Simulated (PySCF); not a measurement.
Zn(Me)(SMe), SMILES C[S][Zn][CH3] (C2H6SZn) at its B3LYP/def2-SVP optimised geometry (Å):

```
10

Zn     0.0822     0.5878     0.0000
C     -1.8698     0.6226    -0.0360
H     -2.2357     1.6378    -0.2599
H     -2.2858     0.3184     0.9381
H     -2.2627    -0.0614    -0.8053
S      2.2858     0.5878     0.0000
C      2.6513    -0.6376     1.3325
H      2.2684    -0.3144     2.3116
H      3.7464    -0.7098     1.4021
H      2.2585    -1.6378     1.0979
```

Computed with B3LYP/def2-TZVP in PySCF. Cells within 0.4 Å of a nucleus heavier than hydrogen are left out (blank, or x).

Map of the electrostatic potential (hartree/e), clipped to [-0.08, 0.12] on the plane z = 0.0 Å:

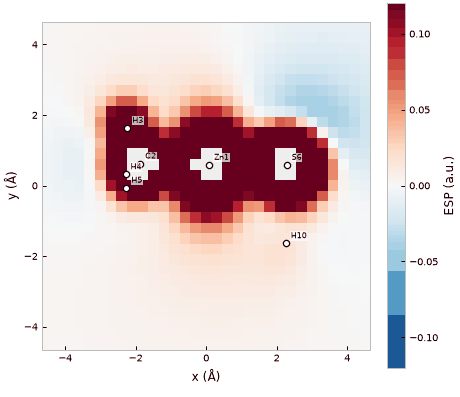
*Electrostatic potential (hartree/e), clipped to [-0.08, 0.12] on the plane z = 0.0 Å.*
